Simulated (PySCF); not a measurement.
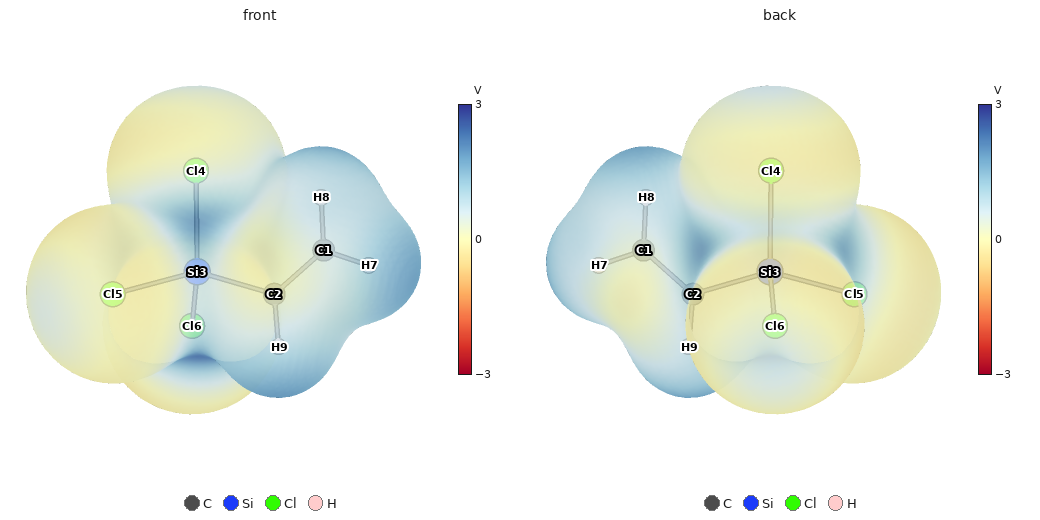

Figure 1: C2H3Cl3Si. The electrostatic potential painted on the density surface at 0.004 e/bohr³, seen from the front and from behind; red is negative and blue positive.

Geometry: PBE0-D3(BJ)/def2-TZVP.

Theory: PySCF, PBE0/pcSseg-2, SCF density, gas phase, non-relativistic.

Input file:

```
{"job": {"kind": "nmr", "xc": "PBE0", "basis": "pcSseg-2"}, "charge": 0, "multiplicity": 1}
C      1.359329     0.841140    -0.151441
C      0.691578    -0.228056     0.268065
Si    -1.107921    -0.476400     0.001063
Cl    -1.935465     1.137289    -0.924890
Cl    -2.046340    -0.763850     1.786088
Cl    -1.440343    -2.125584    -1.147833
H      2.424772     0.953539     0.025021
H      0.868199     1.648659    -0.684647
H      1.220313    -1.013740     0.804483
```

Run with:

```sh
OMP_NUM_THREADS=1 python probes_run.py task.json out
```

> Which sites attract a positive test charge, and which a negative one?

A positive charge is drawn to the negative regions and a negative charge to the positive ones. The most negative region (about −0.2 V) lies over Cl4, Cl5 and Cl6, the most positive (about +2.0 V, or +46 kcal/mol for a unit charge) over Si3. Cl4 shows a σ-hole: about +0.6 V, or +14 kcal/mol for a unit charge at the tip opposite its bond, against about +0.1 V on its flanks. Cl5 shows a σ-hole: about +0.5 V, or +12 kcal/mol for a unit charge at the tip opposite its bond, against about −0.1 V on its flanks. Cl6 shows a σ-hole: about +0.5 V, or +12 kcal/mol for a unit charge at the tip opposite its bond, against about −0.1 V on its flanks.

> What dipole moment does the calculation give?

Its dipole moment is 2.33 D.
